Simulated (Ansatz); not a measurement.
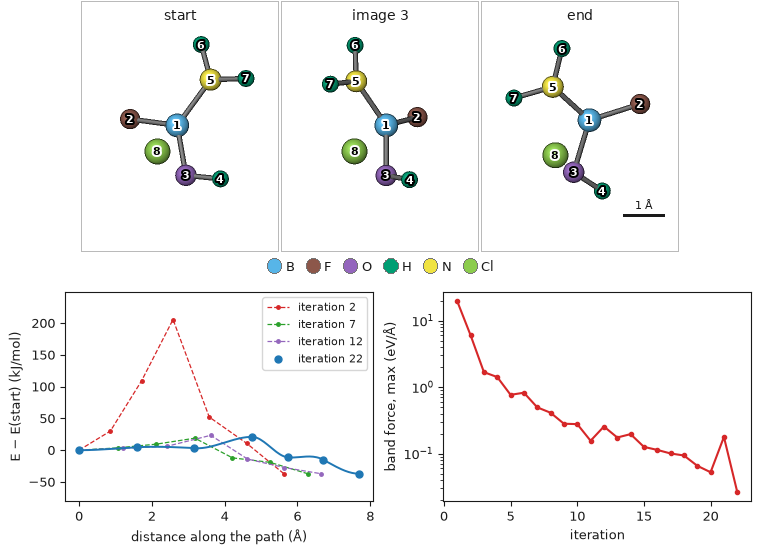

A search for the minimum-energy path of BNH$_{3}$OClF (multiplicity 2), made up of BNH$_{3}$OF and Cl by the nudged elastic band. Images are numbered from 0 (start) to 6 (end). The plot follows the band through its iterations. The picture is a ball-and-stick view, seen from a free direction.

Method: UKS PBE-D4/def2-SVP (Ansatz). Settings: 5 movable images; climbing image; force threshold 0.03 eV/Å; iteration limit 60; starting path through a guess of the saddle point.

Question: Did the band converge, and can the barrier be trusted?

Answer: The run is converged, with reservations. The band converged in 22 iterations. The largest component of the band force went from 20 to 0.026 eV/Å. The climbing image converged on the top of the path. Its vibrational analysis gives one imaginary mode (471i cm⁻¹), as a transition state must have. The first iteration put the highest image at 375.7 kJ/mol. The highest point, image 3, lies 21.0 kJ/mol above the start and 58.0 kJ/mol above the end; the end is at −37.0 kJ/mol relative to the start.

Limits of the set-up: the start holds two separate molecules, 2.6 Å apart at their closest, whose relative position is a soft coordinate.
